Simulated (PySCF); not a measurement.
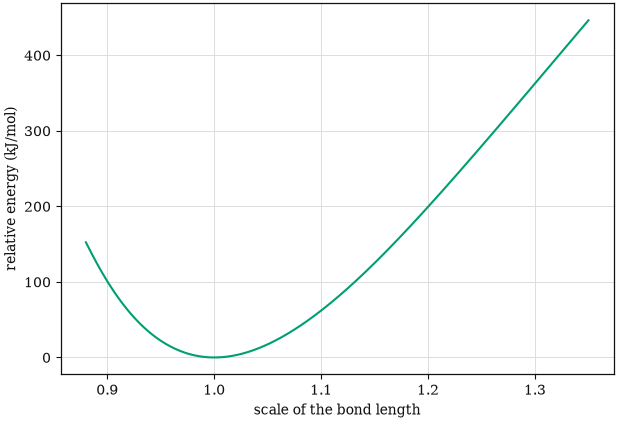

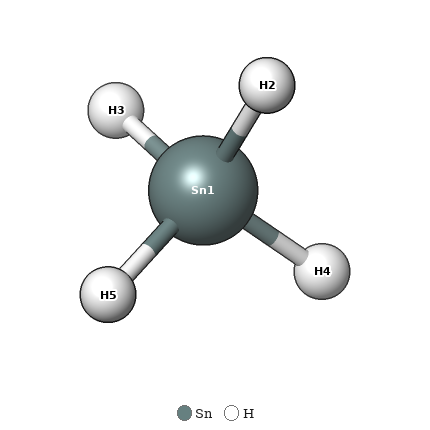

Rigid scan of SnH₄, singlet, from a minimum of the shape that electron-pair counting expects: all bonds to atom 1 scaled (atom 1 is the central atom). r2SCAN/def2-TZVP (ECP) with PySCF, restricted determinant, no spin-orbit coupling; energies counted from the minimum. Splines pass through the computed points.

What does it cost to go to either end of the scan?

152.5 kJ/mol at 0.88 and 446.3 kJ/mol at 1.35.

Give the values at the computed points.

In kJ/mol:
```csv
scale of the bond length,r2SCAN
0.88,152.5
0.92,61.2
0.96,13.9
1.00,0.0
1.04,11.4
1.08,41.6
1.14,111.3
1.22,231.0
1.35,446.3
```
